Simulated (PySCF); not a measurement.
SMILES Fc1ccsc1-c1sccc1F (C8H4F2S2), singlet, GFN2-xTB optimised geometry. Atoms within 1.6 Å of the plane z = 0.0 Å (x, y, z in Å): F1 (-1.38, -2.21, 0.00), C2 (-0.07, -1.90, 0.00), C3 (0.93, -2.88, 0.00), C4 (2.17, -2.32, 0.00), S5 (2.12, -0.60, 0.00), C6 (0.38, -0.60, 0.00), C7 (-0.38, 0.60, 0.00), S8 (-2.12, 0.60, 0.00), C9 (-2.17, 2.32, 0.00), C10 (-0.93, 2.88, 0.00), C11 (0.07, 1.90, 0.00), F12 (1.38, 2.21, 0.00), H13 (0.73, -3.94, 0.00), H14 (3.12, -2.82, 0.00), H15 (-3.12, 2.82, 0.00), H16 (-0.73, 3.94, 0.00).

Calculation: PySCF 2.14.0 with PBE0/def2-TZVP. Cells within 0.4 Å of a nucleus heavier than hydrogen are left out (blank, or x).

Map of the deformation density (molecule minus spherical neutral atoms) (e/bohr³) on the plane z = 0.0 Å:

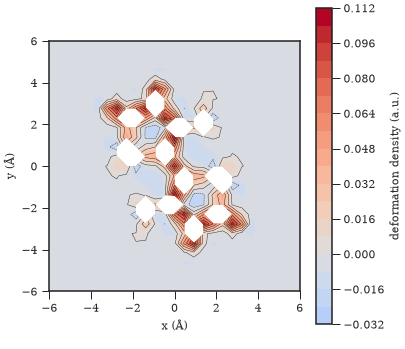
Figure. Deformation density (molecule minus spherical neutral atoms) (e/bohr³) on the plane z = 0.0 Å.
